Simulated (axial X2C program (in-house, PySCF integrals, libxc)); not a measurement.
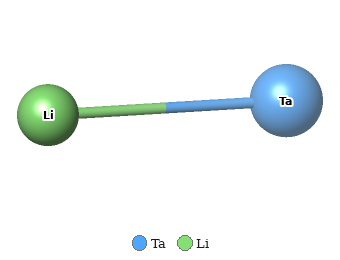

**Figure 1.** The molecule at the reference distance of 2.975 Å.

## Relativistic diatomic calculation for TaLi⁺

System: TaLi⁺, single determinant with Ω = 1/2.
Method: PBE0, two-component X2C with atomic mean-field Coulomb and Gaunt terms, Ta dyall-cv3z, Li dyall-cv3z (cores contracted) (axial X2C program (in-house, PySCF integrals, libxc)).

Key numbers:

- outcome: converged
- bond length rₑ: 2.968 Å
- ωₑ: 248.5 cm⁻¹
- energy at the minimum: −15610.73801 hartree
- depth below the fragments: 0.99 eV
- hardware: 1 CPU thread, shared host
- wall time: 9.9 s

Notes:

Limits: 5 of the 10 points asked for were kept.

The input:
```
{"zs": [73, 3], "q": 1, "bas": ["dyall-cv3z", "dyall-cv3z"], "levels": ["PBE0", "HF", "PBE"], "cc": true, "r0": 2.79, "thr": -1.0, "nmax": 90, "npts": 10, "nst": 2, "ntry": 6}
```

The line is the task of a batch: nuclear charges, charge, bases, the levels to run, a first guess of the distance and further settings. This report covers PBE0 with spin-orbit coupling. The log is that of the reference distance 2.975 Å.

The run was one of a batch that the task file lists, launched with:
```bash
python <driver script> task.json out
```

Log:
```
two-component X2C + atomic mean field  PBE0
basis functions 226  fitting functions 1091  grid points 5088
iter        total energy     max residual
   1     -15610.621621583     1.77e+00
   2     -15610.737867989     2.45e-03
   3     -15610.737884565     3.14e-03
   4     -15610.738007951     5.13e-04
   5     -15610.738011481     2.28e-04
   6     -15610.738011863     8.48e-05
   7     -15610.738012011     1.60e-05
   8     -15610.738012041     1.22e-05
   9     -15610.738012057     4.86e-06
  10     -15610.738012063     2.11e-06
  11     -15610.738012064     1.14e-06
converged
one-electron -21472.73964008  Coulomb 6158.57563835  exact exchange -79.27231369  xc functional -242.90895398  nuclear repulsion 38.95455771  atomic mean-field constant -13.34730038
```

The points of the curve:

| R (Å) | E (hartree) | dipole (D; origin at the first atom, positive when the second is positive) | highest filled (eV) | lowest empty (eV) |
| --- | --- | --- | --- | --- |
| 2.796 | −15610.737021 | 7.38 | −10.39 | −7.52 |
| 2.886 | −15610.737797 | 7.78 | −10.31 | −7.44 |
| 2.975 | −15610.738012 | 8.19 | −10.22 | −7.36 |
| 3.079 | −15610.737693 | 8.68 | −10.14 | −7.27 |
| 3.183 | −15610.736945 | 9.18 | −10.05 | −7.19 |

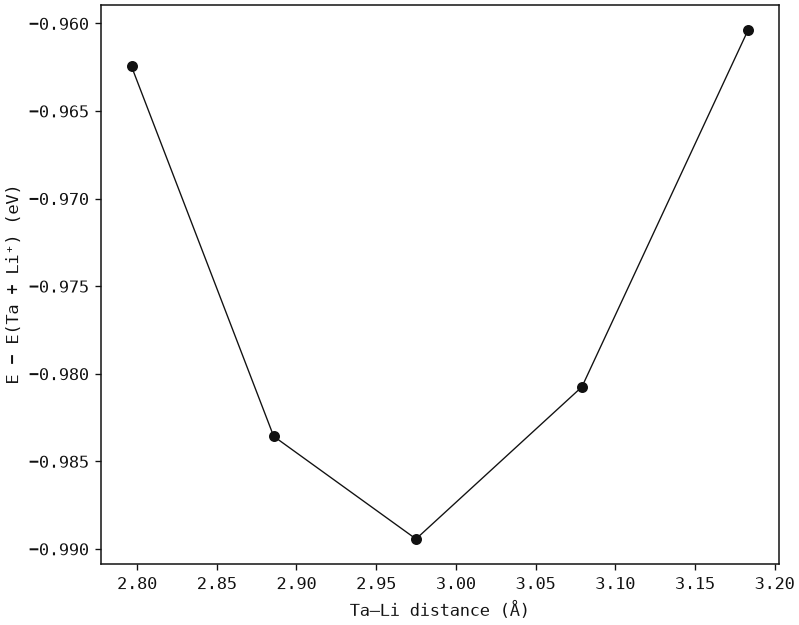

**Figure 2.** Energy at 5 bond lengths, for one set of occupations held fixed; the line joins the points. A polynomial of degree 3 through 5 points gives rₑ = 2.968 Å, ωₑ = 248.5 cm⁻¹ and Bₑ = 0.2833 cm⁻¹. The minimum lies 0.99 eV below Ta + Li⁺, each computed as one determinant at the same level.

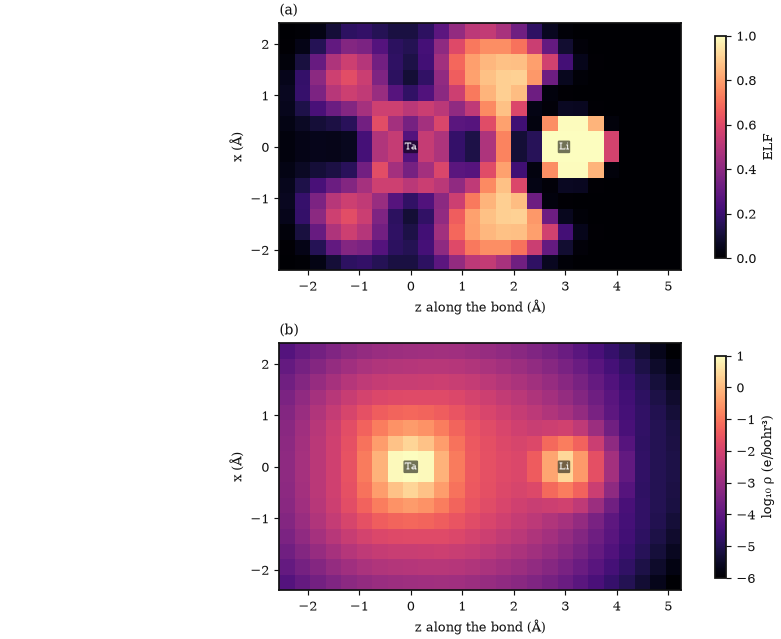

**Figure 3.** (a) electron localisation function; (b) electron density on a logarithmic scale, in a plane that holds the axis, at 2.98 Å, on points 0.3 Å apart (one half computed, the other mirrored); the structure near the nuclei is finer than these points.

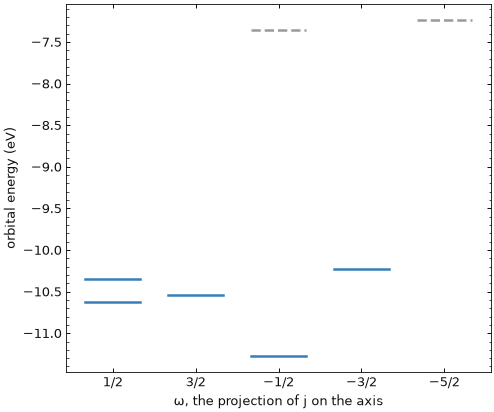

**Figure 4.** Orbital energies near the frontier at 2.98 Å, filled (solid) and empty (dashed). The highest filled spinor (−3/2; 97 % Ta d) lies at −10.22 eV, the lowest empty one (−1/2; 83 % Ta d, 6 % Li s) at −7.36 eV.
